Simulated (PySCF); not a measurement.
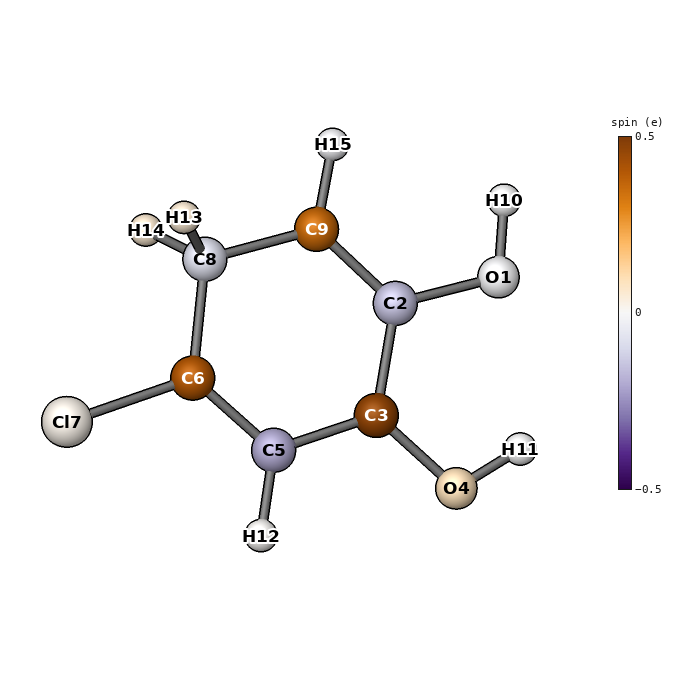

Atoms are coloured by their Mulliken spin populations. The species is neutral and a spin doublet. Computed geometry: GFN2-xTB optimisation. No frequency run is at hand to confirm it as a minimum. Level of theory: UKS B3LYP, pcH-1 on C Cl H O, non-relativistic (PySCF 2.14.0).

List the Mulliken spin populations.

```json
{"atom": "O1", "value (e)": "−0.01"}
{"atom": "C2", "value (e)": "−0.15"}
{"atom": "C3", "value (e)": "0.46"}
{"atom": "O4", "value (e)": "0.09"}
{"atom": "C5", "value (e)": "−0.20"}
{"atom": "C6", "value (e)": "0.40"}
{"atom": "Cl7", "value (e)": "0.02"}
{"atom": "C8", "value (e)": "−0.08"}
{"atom": "C9", "value (e)": "0.36"}
{"atom": "H10", "value (e)": "0.00"}
{"atom": "H11", "value (e)": "0.00"}
{"atom": "H12", "value (e)": "0.01"}
{"atom": "H13", "value (e)": "0.05"}
{"atom": "H14", "value (e)": "0.05"}
{"atom": "H15", "value (e)": "−0.02"}
```

Mulliken values depend strongly on the basis set.
